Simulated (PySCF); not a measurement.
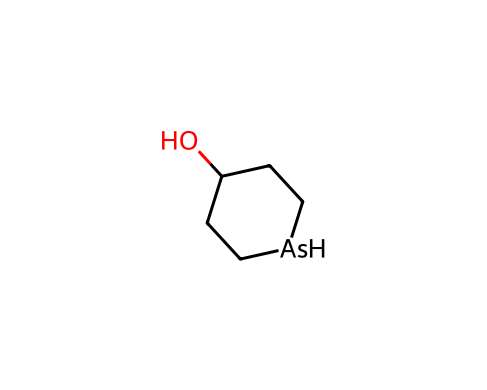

The computed structure is the end point of a GFN2-xTB optimisation. No frequency run is at hand to confirm it as a minimum. Method: B3LYP/def2-SVPD, gas phase (PySCF 2.14.0). Excitations: vertical, linear response.

> Estimate the HOMO energy (Kohn–Sham orbital).

−6.65 eV.

> What is the lowest vertical singlet excitation?

6.12 eV.

> Give the mean static polarisability at this level.

93.7 bohr³.

> Estimate the LUMO energy (Kohn–Sham orbital).

0.25 eV.

The geometry is semi-empirical. Around As such bond lengths and angles can be off by a tenth of an ångström or more and by several degrees, and values that hang on the shape move with them.
